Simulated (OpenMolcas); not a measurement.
# C3H9In (trimethylindium (TMIn)): levels of theory compared

Aim: a comparison of 5 runs (HF/3-21G, HF/def2-SVP, BLYP/def2-SVP, TPSS/def2-SVP, MP2/def2-SVP) of C3H9In (trimethylindium (TMIn)). 

The calculation is run with OpenMolcas 26.06.

## 1. Starting point

C3H9In has 13 atoms, charge 0, and is taken as a singlet. As SMILES, `[CH3][In]([CH3])[CH3]`. The coordinates come from a PBE0-D4/def2-TZVP relaxation.

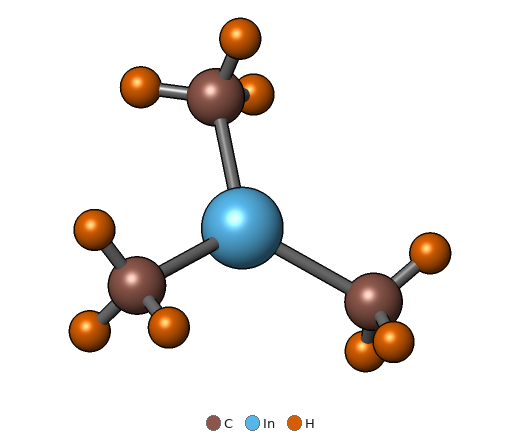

Viewed from a chosen angle; carbon brown, indium blue, hydrogen orange.

## 2. Energy and forces at HF/3-21G (run 1)

calc.inp reads:

```
>>> EXPORT MOLCAS_PRINT=2

&GATEWAY
 BASLIB
 $CurrDir
 COORD
 13
 angstrom
 C       -0.506200       1.897900      -0.902800
 In       0.007900      -0.003300      -0.006900
 C        1.475300      -0.088600       1.581000
 C       -0.956600      -1.818200      -0.683200
 H        0.329400       2.598000      -0.853700
 H       -1.344900       2.339400      -0.357000
 H       -0.811500       1.777000      -1.943300
 H        1.276400      -0.918200       2.261200
 H        1.500700       0.842500       2.149300
 H        2.467200      -0.242700       1.146600
 H       -1.254700      -1.743900      -1.730100
 H       -1.858700      -1.990800      -0.089300
 H       -0.304000      -2.683700      -0.557100
 BASIS
 3-21G
 GROUP
 NoSym

&SEWARD

&SCF
 THRESHOLDS
 1e-10 1e-07 1e-07 1e-05
 PRORBITALS
 0

&ALASKA
```

The basis set 3-21G is read from a file made from the Basis Set Exchange's data (not shown).

Launch:

```sh
$ export MOLCAS_MEM=1860
$ pymolcas calc.inp > calc.log
```

The log of the run:

```text
--- Start Module: gateway ---
[...]
--- Stop Module: gateway /rc=_RC_ALL_IS_WELL_ ---
[...]
      Basis functions           76
[...]
--- Start Module: scf ---
[...]
       Convergence after  11 Iterations
[...]
::    Total SCF energy                              -5832.9206514748
[...]
      Total spin, S                                     0.0000000000
[...]
      Total electronic charge=   76.000000
      Total            charge=   -0.000000
[...]
      Dipole Moment (debye):
      Origin of the operator (angstrom)=    0.0066   -0.0032   -0.0052
                   X= -1.3101E-02               Y=  1.8689E-03               Z=  9.5934E-03           Total=  1.6345E-02
      Quadrupole Moment (debye*angstrom):
[...]
--- Stop Module: scf /rc=_RC_ALL_IS_WELL_ ---
[...]
--- Start Module: alaska ---
[...]
 *              Molecular gradients               *
 **************************************************
  Irreducible representation: a
 ------------------------------------------------------------------------------------------
                              X                       Y                       Z
 ------------------------------------------------------------------------------------------
  C1                3.15643385769526E-03   -9.34357551570741E-03    3.72155801968255E-03
  IN2              -4.30227910074965E-04    4.94707808183729E-05    3.98430967355395E-04
  C3               -7.75265056024388E-03    4.89612532434403E-04   -7.06247018942285E-03
  C4                5.34771656998956E-03    8.71464360447582E-03    2.62763646967556E-03
  H5                3.94281036208977E-03    1.25856447644956E-03    1.44717021027693E-03
  H6               -2.62281340736070E-03   -5.70103567811397E-04    3.16899539789173E-03
  H7               -1.18037934310866E-03   -2.42730310286454E-03   -3.42377980266395E-03
  H8               -2.04141141545878E-03   -3.65606301064858E-03    1.07419790634600E-03
[...]
--- Stop Module: alaska /rc=_RC_ALL_IS_WELL_ ---
[...]
```

Wall time 4.2 s (1 thread of Intel Xeon 6975P-C (Granite Rapids), shared host); peak memory 0.43 GiB.

## 3. Energy and forces at HF/def2-SVP (core potential) (run 2)

job.input reads:

```
&gateway
  baslib = $CurrDir
  coord
  13
  angstrom
  C       -0.506200       1.897900      -0.902800
  In       0.007900      -0.003300      -0.006900
  C        1.475300      -0.088600       1.581000
  C       -0.956600      -1.818200      -0.683200
  H        0.329400       2.598000      -0.853700
  H       -1.344900       2.339400      -0.357000
  H       -0.811500       1.777000      -1.943300
  H        1.276400      -0.918200       2.261200
  H        1.500700       0.842500       2.149300
  H        2.467200      -0.242700       1.146600
  H       -1.254700      -1.743900      -1.730100
  H       -1.858700      -1.990800      -0.089300
  H       -0.304000      -2.683700      -0.557100
  basis = def2-SVP
  group = NoSym

&seward

&scf
  thresholds = 1e-10 1e-07 1e-07 1e-05
  prorbitals = 1 2

&alaska
```

The basis set def2-SVP is read from a file made from the Basis Set Exchange's data (not shown).

Launch:

```sh
$ export MOLCAS_MEM=1860
$ pymolcas job.input > job.log
```

The log of the run:

```text
--- Start Module: gateway ---
[...]
--- Stop Module: gateway /rc=_RC_ALL_IS_WELL_ ---
[...]
      Basis functions          113
[...]
--- Start Module: scf ---
[...]
       Convergence after  12 Iterations
[...]
::    Total SCF energy                               -307.9343178349
[...]
      Total spin, S                                     0.0000000000
[...]
      Total electronic charge=   48.000000
      Total            charge=   -0.000000
[...]
      Dipole Moment (debye):
      Origin of the operator (angstrom)=    0.0066   -0.0032   -0.0052
                   X= -9.5699E-03               Y=  1.5906E-03               Z=  5.6793E-03           Total=  1.1241E-02
      Quadrupole Moment (debye*angstrom):
[...]
--- Stop Module: scf /rc=_RC_ALL_IS_WELL_ ---
[...]
--- Start Module: alaska ---
[...]
 *              Molecular gradients               *
 **************************************************
  Irreducible representation: a
 ------------------------------------------------------------------------------------------
                              X                       Y                       Z
 ------------------------------------------------------------------------------------------
  C1                1.48188090870560E-03   -4.89494590505668E-03    2.12145459520174E-03
  IN2              -1.45723740172292E-04    5.79471245120821E-06    5.39161318089398E-05
  C3               -3.90146128718616E-03    1.95683575096028E-04   -3.88427202020658E-03
  C4                2.65791228187595E-03    4.62632552417208E-03    1.55116037905900E-03
  H5                4.38329224714984E-04   -9.74329226739012E-04    7.05834402620658E-04
  H6                2.01160027930136E-04   -1.02096002711782E-03    5.39637635773360E-04
  H7                1.16175875885416E-04   -1.22979349986104E-03    4.66383905719958E-04
  H8               -8.51239236459966E-04   -1.48048715199689E-04   -1.00013039904701E-03
[...]
--- Stop Module: alaska /rc=_RC_ALL_IS_WELL_ ---
[...]
```

Run time: 13 s. Hardware: 1 thread of Intel Xeon 6975P-C (Granite Rapids), shared host; peak memory 0.68 GiB.

Run 3 isn't shown in full; the table further down has it.

## 4. Energy and gradient at TPSS/def2-SVP (core potential) (run 4)

Changes to job.input since step 3:

```diff
@@ -1,4 +1,4 @@
-&gateway
-  baslib = $CurrDir
-  coord
+&GATEWAY
+  BasLib = $CurrDir
+  Coord
   13
@@ -18,11 +18,17 @@
   H       -0.304000      -2.683700      -0.557100
-  basis = def2-SVP
-  group = NoSym
+  Basis = def2-SVP
+  Group = NoSym
 
-&seward
+&SEWARD
+  GridInput
+  Grid=UltraFine
+  End of Grid
 
-&scf
-  thresholds = 1e-10 1e-07 1e-07 1e-05
-  prorbitals = 1 2
+&SCF
+  KSDFT = 2
+  1.0 MGGA_X_TPSS
+  1.0 MGGA_C_TPSS
+  Thresholds = 1e-10 1e-07 1e-07 1e-05
+  PrOrbitals = 1 1
 
-&alaska
+&ALASKA
```

The basis set def2-SVP is read from a file made from the Basis Set Exchange's data (not shown).

Launch:

```sh
$ export MOLCAS_MEM=1860
$ pymolcas job.input > job.log
```

The log of the run:

```text
--- Start Module: gateway ---
[...]
--- Stop Module: gateway /rc=_RC_ALL_IS_WELL_ ---
[...]
      Basis functions          113
[...]
--- Start Module: scf ---
[...]
       Convergence after  13 Iterations
[...]
::    Total KS-DFT energy                            -309.7034563811
[...]
      Total spin, S                                     0.0000000000
[...]
      Total electronic charge=   48.000000
      Total            charge=   -0.000000
[...]
      Dipole Moment (debye):
      Origin of the operator (angstrom)=    0.0066   -0.0032   -0.0052
                   X= -1.3420E-02               Y=  2.0910E-03               Z=  1.2021E-02           Total=  1.8137E-02
      Quadrupole Moment (debye*angstrom):
[...]
--- Stop Module: scf /rc=_RC_ALL_IS_WELL_ ---
[...]
--- Start Module: alaska ---
[...]
 *              Molecular gradients               *
 **************************************************
  Irreducible representation: a
 ------------------------------------------------------------------------------------------
                              X                       Y                       Z
 ------------------------------------------------------------------------------------------
  C1               -4.80189897575034E-04    5.28485383099131E-04    4.87527769768015E-05
  IN2              -5.45295615578950E-06   -1.48996843195234E-05   -3.95408335089331E-05
  C3                7.04993008212362E-04   -1.56099226808093E-04    1.26021976932122E-04
  C4               -5.28580506173437E-04   -3.79980967498916E-04    1.39118319757880E-04
  H5               -6.39519549555123E-03   -5.47383471521323E-03   -3.25008027459304E-04
  H6                6.41820623135558E-03   -3.27907991864063E-03   -4.28014771604346E-03
  H7                2.37164254999267E-03    8.38924710356417E-04    8.11950938186179E-03
  H8                1.46488689555857E-03    6.44220554131048E-03   -5.37612281397060E-03
[...]
--- Stop Module: alaska /rc=_RC_ALL_IS_WELL_ ---
[...]
```

It took 58 s on 1 thread of Intel Xeon 6975P-C (Granite Rapids), shared host; peak memory 0.68 GiB.

## 5. A single-point energy at MP2/def2-SVP (core potential) (run 5)

coord.xyz reads:

```xyz
13

C     -0.506200     1.897900    -0.902800
In     0.007900    -0.003300    -0.006900
C      1.475300    -0.088600     1.581000
C     -0.956600    -1.818200    -0.683200
H      0.329400     2.598000    -0.853700
H     -1.344900     2.339400    -0.357000
H     -0.811500     1.777000    -1.943300
H      1.276400    -0.918200     2.261200
H      1.500700     0.842500     2.149300
H      2.467200    -0.242700     1.146600
H     -1.254700    -1.743900    -1.730100
H     -1.858700    -1.990800    -0.089300
H     -0.304000    -2.683700    -0.557100
```

mol.inp reads:

```
* C3H9In MP2
>>> EXPORT MOLCAS_PRINT=2
&GATEWAY
BasLib=$CurrDir
Coord=coord.xyz
Basis=def2-SVP
Group=NoSym
&SEWARD
&SCF
Thresholds=1e-10 1e-07 1e-07 1e-05
PrOrbitals=1 1
&MBPT2
Frozen=7
```

The basis set def2-SVP is read from a file made from the Basis Set Exchange's data (not shown).

Launch:

```sh
$ export MOLCAS_MEM=1860
$ pymolcas mol.inp > mol.log
```

The log of the run:

```text
--- Start Module: gateway ---
[...]
--- Stop Module: gateway /rc=_RC_ALL_IS_WELL_ ---
[...]
      Basis functions          113
[...]
--- Start Module: scf ---
[...]
       Convergence after  12 Iterations
[...]
::    Total SCF energy                               -307.9343178349
[...]
      Total spin, S                                     0.0000000000
[...]
      Total electronic charge=   48.000000
      Total            charge=   -0.000000
[...]
      Dipole Moment (debye):
      Origin of the operator (angstrom)=    0.0066   -0.0032   -0.0052
                   X= -9.5699E-03               Y=  1.5906E-03               Z=  5.6793E-03           Total=  1.1241E-02
      Quadrupole Moment (debye*angstrom):
[...]
--- Stop Module: scf /rc=_RC_ALL_IS_WELL_ ---
[...]
--- Start Module: mbpt2 ---
[...]
WARNING!
Default frozen orbitals as non valence orbitals is overwritten by user input.
Default values:   3
[...]
       Reference weight ( Cref**2 )         =        0.83517
::    Total MBPT2 energy                             -308.4715109717
[...]
      Total MBPT2 calculations                           0.54      0.60
--- Stop Module: mbpt2 /rc=_RC_ALL_IS_WELL_ ---
[...]
```

Wall time 11 s (1 thread of Intel Xeon 6975P-C (Granite Rapids), shared host); peak memory 0.68 GiB.

## 6. All runs side by side

```
run                           level  integration grid      task   energy (Eh)  dipole moment (D) of the reference  HOMO energy (eV)  LUMO energy (eV)  wall time
  1                        HF/3-21G                 –  gradient  -5832.920651                                0.02             -9.56              1.89      4.2 s
  2    HF/def2-SVP (core potential)                 –  gradient   -307.934318                                0.01             -9.67              1.73       13 s
  3  BLYP/def2-SVP (core potential)         UltraFine  gradient   -309.611283                                0.02             -5.58             -1.45       45 s
  4  TPSS/def2-SVP (core potential)         UltraFine  gradient   -309.703456                                0.02             -5.82             -1.35       58 s
  5   MP2/def2-SVP (core potential)                 –    energy   -308.471511                                0.01             -9.67              1.73       11 s
```

## 7. Outcome

| quantity | value |
| --- | --- |
| run 5: total energy | -308.47151 Eh |
| run 5: dipole moment (mean-field density) | 0.01 D |
| run 5: HOMO energy (Hartree–Fock orbitals) | -9.67 eV |
| run 5: LUMO energy (Hartree–Fock orbitals) | 1.73 eV |
| run 5: HOMO–LUMO gap (Hartree–Fock orbitals) | 11.41 eV |
| run 5: correlation energy (7 core orbitals frozen) | -537.2 mEh |

In words: Over runs 1, 2, 3, 4 the HOMO–LUMO gap runs from 4.13 eV (BLYP/def2-SVP) to 11.45 eV (HF/3-21G). The two ends differ in method and basis and core potential. Totals of different functionals can't be ranked against each other. Some runs of one species differ in core potentials or relativity; totals across that change don't compare. In run 1 relativity is left out where basis or elements ask for it. All runs together took 2.2 min, the longest 58 s.
